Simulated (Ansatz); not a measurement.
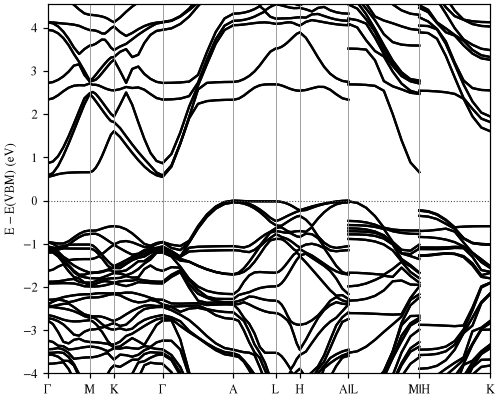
Figure. Band structure from PBEsol with spin–orbit coupling (plane waves, PAW; program Ansatz)

**Question.** Read off the gap and where the band edges lie.

**Answer.** About 0.5 eV (0.55 eV by a search for the band edges); maximum at A, minimum at Γ.

The material is WO3 in space group P6/mmm (No. 191; W on 3f, O on 6l, O on 3g).

The first step of the workflow began from a Materials Project structure, measured or hypothetical; the Crystallography Open Database files this formula in space group No. 191, but the cells were not matched. Whether it is the stable phase at ambient conditions was not checked. The PBEsol relaxation kept the symmetry of its start; its stability against distortions is not shown here. The run is not spin-polarised. No Hubbard U is applied.

Potentials: the later of the program's two PAW sets.
